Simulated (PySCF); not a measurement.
Consider BO (charge +1).

```json
{"atom": "B", "x (Å)": "0.0000", "y (Å)": "0.0000", "z (Å)": "-0.7043"}
{"atom": "O", "x (Å)": "0.0000", "y (Å)": "0.0000", "z (Å)": "0.4847"}
```

These are results of PBE0/x2c-SVPall, spin-free X2C-1e, Gaussian nucleus, at a bond length of 1.189 Å (PySCF), not measurements.

Question: Predict the electron density and electron localisation function between the atoms.

Answer: B–O (1.19 Å): ρ is about 2.9 e/Å³ halfway; the ELF peaks at about 0.85 between the atoms; a short, strongly polar bond.

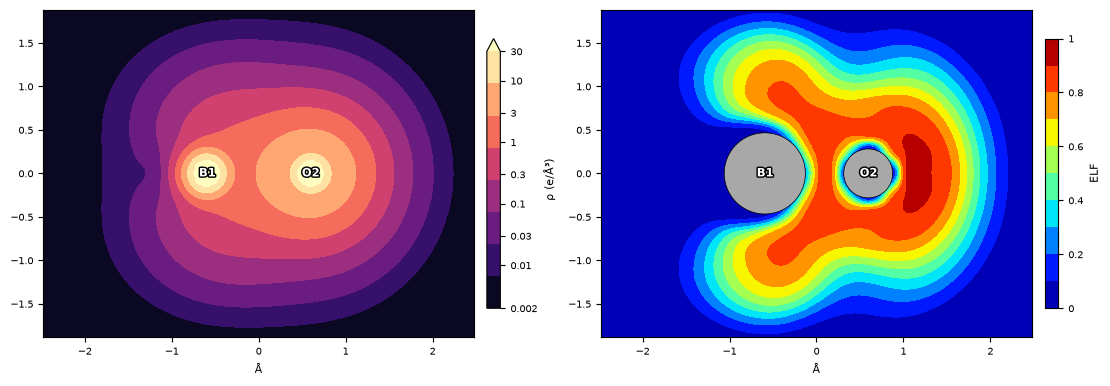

Computed electron density and electron localisation function on a plane that holds the molecular axis, in this order. Grey discs cover the atomic cores in the ELF map. 
